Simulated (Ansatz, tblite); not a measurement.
# The cluster In8P7Cl3: one state, many levels

How do method and basis change the picture of the cluster In8P7Cl3 (singlet)?

Program: Ansatz 0.2.0, Gaussian basis. Level of theory: as each input shows. These are calculated values, not measurements.

The runs, in order: GFN1-xTB, GFN2-xTB, PBE-D4/def2-TZVP, r2SCAN-D4/def2-TZVP, B3LYP-D4/def2-TZVP, BLYP-D4/def2-TZVP, B97M-V/def2-TZVP, PBE+5HF/def2-SVP, PBE+10HF/def2-SVP, PBE+15HF/def2-SVP, PBE+35HF/def2-SVP, PBE+50HF/def2-SVP, PBE-D4/def2-SVP, PBE0-D4/def2-SVP, MP2/def2-SVP, RPA/def2-SVP.

1 further run of the same task is left out (for a known fault of the program).

### 1 The structure

The singlet was relaxed beforehand with r2SCAN-D4/def2-SVP.

18 atoms, charge 0, spin multiplicity 1.

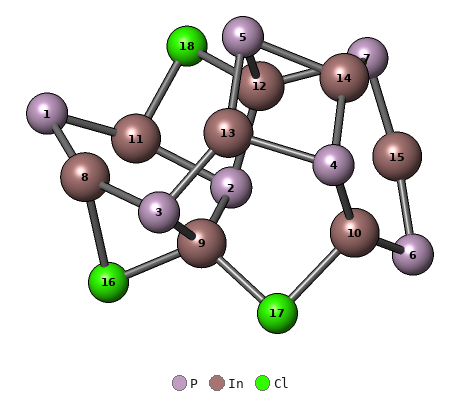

The structure; phosphorus pink, indium brown, chlorine green; atoms are numbered from 1 in the order of the file.

In takes a core potential in the def2 sets. No spin-orbit coupling is included.

PBE0-D4/def2-TZVP was run before; its log isn't repeated, and its numbers join the tables.

### 2 GFN1-xTB

Tight binding, by tblite at 300 K electronic temperature and without a spin-polarisation term:

```python
tblite.interface.Calculator('GFN1-xTB', numbers, positions, charge=0, uhf=0).singlepoint()
```

Energy -1192.7653 eV, HOMO -8.65 eV, LUMO -6.78 eV; 0.19 s.

### 3 GFN2-xTB

Tight binding, by tblite at 300 K electronic temperature and without a spin-polarisation term:

```python
tblite.interface.Calculator('GFN2-xTB', numbers, positions, charge=0, uhf=0).singlepoint()
```

Energy -1129.1629 eV, HOMO -9.58 eV, LUMO -8.45 eV; 0.29 s.

### 4 PBE-D4/def2-TZVP

start.molden holds the orbitals of an earlier run on this state, given as this run's starting guess.

The input, in.yaml:

```yaml
crystal:
  periodic: [false, false, false]
  atoms:
    - {symbol: P, position_ang: [0.018728, 1.140772, -4.697167]}
    - {symbol: P, position_ang: [0.974992, -1.483324, -0.784787]}
    - {symbol: P, position_ang: [-3.152109, 0.729873, -1.089032]}
    - {symbol: P, position_ang: [-1.532119, 1.158693, 2.846156]}
    - {symbol: P, position_ang: [0.778356, 3.092198, 0.234099]}
    - {symbol: P, position_ang: [0.655417, -2.968190, 3.592720]}
    - {symbol: P, position_ang: [3.212593, 0.848710, 2.305260]}
    - {symbol: In, position_ang: [-1.897561, 0.739138, -3.275961]}
    - {symbol: In, position_ang: [-1.559532, -1.294200, -0.776946]}
    - {symbol: In, position_ang: [-0.921971, -1.247626, 2.846475]}
    - {symbol: In, position_ang: [1.077800, -0.251047, -2.994094]}
    - {symbol: In, position_ang: [1.997374, 0.776941, -0.032927]}
    - {symbol: In, position_ang: [-1.412936, 1.872286, 0.310922]}
    - {symbol: In, position_ang: [0.878065, 1.957951, 2.555485]}
    - {symbol: In, position_ang: [2.211080, -1.258490, 3.018963]}
    - {symbol: Cl, position_ang: [-2.122344, -2.153498, -3.056710]}
    - {symbol: Cl, position_ang: [-2.571943, -2.503797, 1.209801]}
    - {symbol: Cl, position_ang: [3.366111, 0.843608, -2.212246]}
basis:
  gaussian: {orbitals: def2-TZVP, fitting: {mean_field: def2-universal-jkfit}, initial_orbitals: start.molden}
hamiltonian: {xc: pbe, dispersion: d4}
scf: {omitted_lower_state_checks: [starts]}
output: {orbitals: {seedname: orbitals}}
```

Started as:

```sh
$ ansatz run in.yaml --threads 2 --pin off --events-out ev --progress --plain --max-ram 32768MiB --backend cuda --devices 0, --max-vram 18GiB
```

Further steps of the session: r2SCAN-D4/def2-TZVP; B3LYP-D4/def2-TZVP; BLYP-D4/def2-TZVP; B97M-V/def2-TZVP; PBE+5HF/def2-SVP; PBE+10HF/def2-SVP; PBE+15HF/def2-SVP; PBE+35HF/def2-SVP; PBE+50HF/def2-SVP; PBE-D4/def2-SVP; PBE0-D4/def2-SVP; MP2/def2-SVP; RPA/def2-SVP.

Before running them: what should the planned runs give, taken together? Wanted: gap in def2-TZVP, named functionals, smallest and largest; gap over the share of exact exchange; correlation energy, MP2/def2-SVP; binding an atom, functionals in def2-TZVP; PBE0 total energy, smallest basis above largest.

The runs gave:

```
                                                 quantity                                 value
gap in def2-TZVP, named functionals, smallest and largest  0.99 eV (BLYP-D4), 2.50 eV (PBE0-D4)
                     gap over the share of exact exchange          1.04 eV at 0, 3.98 eV at 0.5
                         correlation energy, MP2/def2-SVP                             -51.90 eV
                binding an atom, functionals in def2-TZVP   2.48 (B3LYP-D4) to 2.71 eV (PBE-D4)
          PBE0 total energy, smallest basis above largest        36.02 eV (def2-SVP, def2-TZVP)
```

In words: Orbital gaps of the named functionals in def2-TZVP span 0.99 eV (BLYP-D4) to 2.50 eV (PBE0-D4); exact exchange widens it. Raising the share of exact exchange from 0 to 0.5 moves the HOMO by -1.81 eV and the LUMO by +1.13 eV.
